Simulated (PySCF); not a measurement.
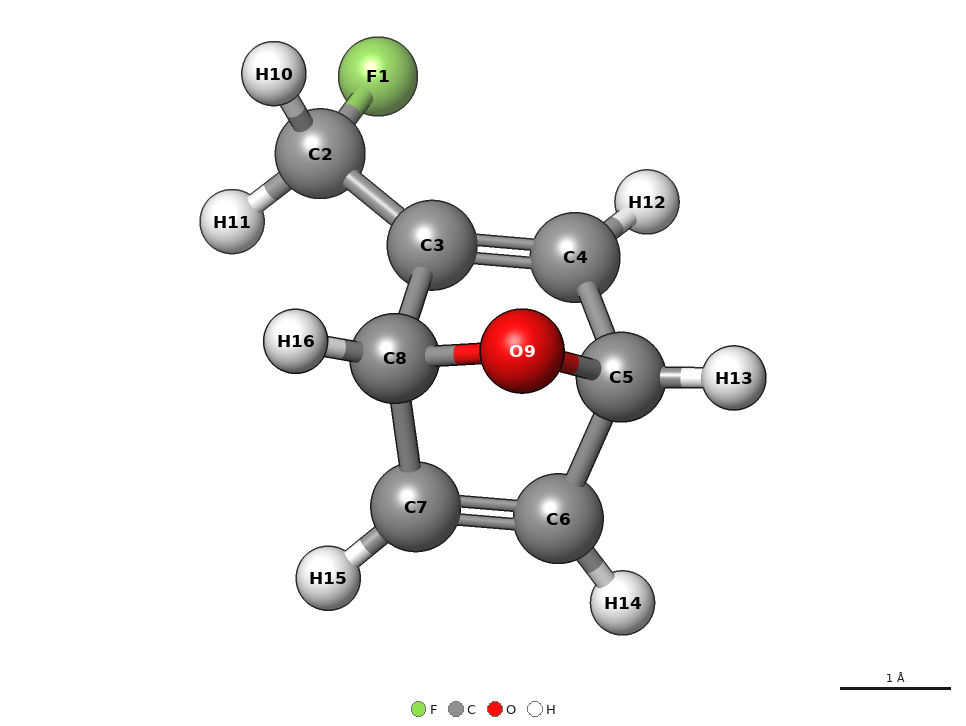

Numbered structure. The geometry was computed by an optimisation with GFN2-xTB. No frequency run is at hand to confirm it as a minimum.

**How are the neighbours of atom 5 arranged?**

C5 has 4 neighbours (C4 at 1.53, C6 at 1.53, O9 at 1.42, H13 at 1.08 Å); the arrangement is tetrahedral.

**Describe the coordination of atom 2.**

C2 has 4 neighbours (F1 at 1.37, C3 at 1.48, H10 at 1.10, H11 at 1.10 Å); the arrangement is tetrahedral.

**Describe the coordination of atom 3.**

C3 has 3 neighbours (C2 at 1.48, C4 at 1.33, C8 at 1.54 Å); the arrangement is trigonal planar.

**Describe the coordination of atom 4.**

C4 has 3 neighbours (C3 at 1.33, C5 at 1.53, H12 at 1.07 Å); the arrangement is trigonal planar.

**What is the dihedral angle C3–C4–C5–C6?**

70° in size, that is gauche.
